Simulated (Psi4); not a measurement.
# Single-point calculation of GeH3Cl

The run: single-point calculation of GeH3Cl. Method and program: HF/cc-pVTZ, RHF (Psi4 1.11).

The geometry comes from this level: PBE0-D4/def2-TZVP.

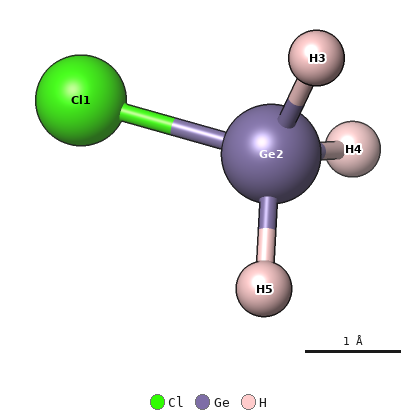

Figure 1. The structure as given in the input (ball-and-stick view, seen at a tilt; atoms are numbered from 1 in the order of the input). Sticks mark near contacts.

**Summary**

| quantity | value |
| --- | --- |
| outcome | converged |
| total energy | −2536.709986 hartree |
| basis functions | 119 |
| HOMO | −12.04 eV |
| LUMO | 2.71 eV |
| dipole moment | 2.16 D |
| hardware | 1 thread of Intel Xeon (Granite Rapids), 128 GiB of memory available, shared host |
| wall time | 6.9 s |
| peak memory | 0.62 GiB |

**Input file (calc.py)**
```python
import psi4

psi4.set_memory(1600000000)
psi4.set_num_threads(1)
psi4.set_output_file('psi4.out', False)

mol = psi4.geometry("""
0 1
Cl    -1.875800    -0.025100     0.641300
Ge     0.161800    -0.013900    -0.060600
H      0.160400     0.656200    -1.438100
H      0.619000    -1.473700    -0.140600
H      0.984500     0.782900     0.956700
units angstrom
symmetry c1
""")

psi4.set_options({
    'basis': 'cc-pVTZ',
    'reference': 'rhf',
    'scf_type': 'df',
    'level_shift': 0.5,
})

result = psi4.energy("hf")
print(f'total energy {result:.8f} hartree = {result * 27.211386:.5f} eV')
```

Launched with:
```bash
python calc.py
```

**The program's output**
```
Psi4 1.11 release

   => Loading Basis Set <=

    Name: CC-PVTZ
    Role: ORBITAL
    Keyword: BASIS

         ---------------------------------------------------------
                                   SCF
                              RHF Reference
                        1 Threads,   1525 MiB Core
         ---------------------------------------------------------

  ==> Geometry <==

    Molecular point group: c1
    Full point group: C1

    Geometry (in Angstrom), charge = 0, multiplicity = 1:

       Center              X                  Y                   Z               Mass
    ------------   -----------------  -----------------  -----------------  -----------------
         CL          -1.412438366614    -0.007764350384     0.486546249779    34.968852682000
         GE           0.625161633386     0.003435649616    -0.215353750221    73.921177761000
         H            0.623761633386     0.673535649616    -1.592853750221     1.007825032230
         H            1.082361633386    -1.456364350384    -0.295353750221     1.007825032230
         H            1.447861633386     0.800235649616     0.801946249779     1.007825032230

  Running in c1 symmetry.

  Rotational constants: A =      2.60130  B =      0.14366  C =      0.14366 [cm^-1]
  Rotational constants: A =  77984.95348  B =   4306.94868  C =   4306.93937 [MHz]
  Nuclear repulsion =  176.393821920947829

  Charge       = 0
  Multiplicity = 1
  Electrons    = 52
  Nalpha       = 26
  Nbeta        = 26

  ==> Algorithm <==

  SCF Algorithm Type is DF.
  DIIS enabled.
  MOM disabled.
  Fractional occupation disabled.
  Guess Type is SAD.
  Energy threshold   = 1.00e-06
  Density threshold  = 1.00e-06
  Integral threshold = 1.00e-12

  ==> Primary Basis <==

  Basis Set: CC-PVTZ
    Blend: CC-PVTZ
    Number of shells: 45
    Number of basis functions: 119
    Number of Cartesian functions: 133
    Spherical Harmonics?: true
    Max angular momentum: 3

   => Loading Basis Set <=

    Name: (CC-PVTZ AUX)
    Role: JKFIT
    Keyword: DF_BASIS_SCF

  ==> Integral Setup <==

  DFHelper Memory: AOs need 0.048 GiB; user supplied 1.118 GiB.
  SCF_SUBTYPE=INCORE selected. In-core MEM_DF algorithm will be used.
  Using in-core AOs.

  ==> MemDFJK: Density-Fitted J/K Matrices <==

    J tasked:                   Yes
    K tasked:                   Yes
    wK tasked:                   No
    Memory [MiB]:              1144
    Algorithm:                 Core
    Schwarz Cutoff:           1E-12
    Mask sparsity (%):       0.0000
    Fitting Condition:        1E-10

   => Auxiliary Basis Set <=

  Basis Set: (CC-PVTZ AUX)
    Blend: CC-PVTZ-JKFIT
    Number of shells: 118
    Number of basis functions: 418
    Number of Cartesian functions: 519
    Spherical Harmonics?: true
    Max angular momentum: 4

  Minimum eigenvalue in the overlap matrix is 2.2374856045E-03.
  Reciprocal condition number of the overlap matrix is 4.5219437149E-04.
    Using symmetric orthogonalization.

  ==> Pre-Iterations <==

  SCF Guess: Superposition of Atomic Densities via on-the-fly atomic UHF (no occupation information).

   -------------------------
    Irrep   Nso     Nmo
   -------------------------
     A        119     119
   -------------------------
    Total     119     119
   -------------------------

  ==> Iterations <==

                           Total Energy        Delta E     RMS |[F,P]|

   @DF-RHF iter SAD: -2532.65767369318337   -2.53266e+03   0.00000e+00
   @DF-RHF iter   1: -2535.68388122406213   -3.02621e+00   1.66734e-02 DIIS/ADIIS/SHIFT
   @DF-RHF iter   2: -2536.56776321516236   -8.83882e-01   7.35379e-03 DIIS/ADIIS
   @DF-RHF iter   3: -2536.70544863368377   -1.37685e-01   5.42304e-04 DIIS/ADIIS
   @DF-RHF iter   4: -2536.70943834103946   -3.98971e-03   1.90632e-04 DIIS/ADIIS
   @DF-RHF iter   5: -2536.70993803933561   -4.99698e-04   5.54121e-05 DIIS
   @DF-RHF iter   6: -2536.70998165176752   -4.36124e-05   1.31857e-05 DIIS
   @DF-RHF iter   7: -2536.70998605228215   -4.40051e-06   3.45657e-06 DIIS
   @DF-RHF iter   8: -2536.70998633880254   -2.86520e-07   9.35852e-07 DIIS
  Energy and wave function converged.

  ==> Post-Iterations <==

    Orbital Energies [Eh]
    ---------------------

    Doubly Occupied:

       1A   -405.266418     2A   -104.819256     3A    -52.172872
       4A    -46.260771     5A    -46.259760     6A    -46.259760
       7A    -10.545306     8A     -8.011845     9A     -8.010570
      10A     -8.010570    11A     -7.218663    12A     -5.195727
      13A     -5.192927    14A     -5.192927    15A     -1.672640
      16A     -1.669606    17A     -1.669606    18A     -1.664870
      19A     -1.664870    20A     -1.078727    21A     -0.739653
      22A     -0.518218    23A     -0.518207    24A     -0.506048
      25A     -0.442501    26A     -0.442496

    Virtual:

      27A      0.099585    28A      0.151806    29A      0.151821
      30A      0.153785    31A      0.259225    32A      0.259229
      33A      0.274532    34A      0.297350    35A      0.348828
      36A      0.348834    37A      0.404275    38A      0.404276
      39A      0.404300    40A      0.493736    41A      0.549497
      42A      0.549510    43A      0.597588    44A      0.597602
      45A      0.679195    46A      0.729941    47A      0.729944
      48A      0.790506    49A      0.795754    50A      0.798246
      51A      0.798263    52A      0.964564    53A      0.964587
      54A      0.980732    55A      1.187536    56A      1.214145
      57A      1.214158    58A      1.245472    59A      1.245478
      60A      1.322540    61A      1.360474    62A      1.360478
      63A      1.416902    64A      1.485788    65A      1.485794
      66A      1.516896    67A      1.516920    68A      1.524572
      69A      1.556730    70A      1.680524    71A      1.763843
      72A      1.763849    73A      2.012163    74A      2.012194
      75A      2.075761    76A      2.284888    77A      2.284888
      78A      2.343594    79A      2.343595    80A      2.375797
      81A      2.423114    82A      2.426568    83A      2.471632
      84A      2.471634    85A      2.624263    86A      2.624267
      87A      2.631745    88A      2.691971    89A      2.748782
      90A      2.748785    91A      3.057882    92A      3.057902
      93A      3.197847    94A      3.418917    95A      3.482366
      96A      3.482368    97A      3.610626    98A      3.612978
      99A      3.612984   100A      3.760508   101A      3.792356
     102A      3.792405   103A      3.927863   104A      3.927917
     105A      3.953863   106A      4.020636   107A      4.141785
     108A      4.141797   109A      4.186847   110A      4.235422
     111A      4.346334   112A      4.346343   113A      4.378504
     114A      4.462260   115A      4.462282   116A      4.986080
     117A      4.986118   118A      5.085220   119A      5.348276

    Final Occupation by Irrep:
              A
    DOCC [    26 ]
    NA   [    26 ]
    NB   [    26 ]

  @DF-RHF Final Energy: -2536.70998633880254

   => Energetics <=

    Nuclear Repulsion Energy =            176.3938219209478291
    One-Electron Energy =               -3884.1982616268433048
    Two-Electron Energy =                1171.0944533670931378
    Total Energy =                      -2536.7099863388025369

Computation Completed

Properties will be evaluated at   0.000000,   0.000000,   0.000000 [a0]

Properties computed using the SCF density matrix

 Multipole Moments:

 ------------------------------------------------------------------------------------
     Multipole            Electronic (a.u.)      Nuclear  (a.u.)        Total (a.u.)
 ------------------------------------------------------------------------------------

 L = 1.  Multiply by 2.5417464519 to convert [e a0] to [Debye]
 Dipole X            :          2.4123050           -1.6106042            0.8017008
 Dipole Y            :          0.0131481           -0.0087801            0.0043681
 Dipole Z            :         -0.8312789            0.5550220           -0.2762569
 Magnitude           :                                                    0.8479747

 ------------------------------------------------------------------------------------

	total time  =          6 seconds =       0.10 minutes
```

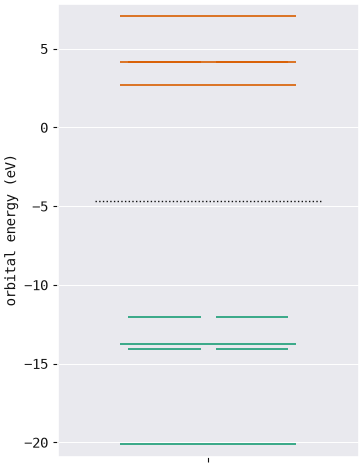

Figure 2. Orbital energies near the frontier; the dotted line parts filled from empty levels, and levels within 0.02 eV of each other stand side by side. Highest filled −12.04 eV, lowest empty 2.71 eV, 14.75 eV apart.
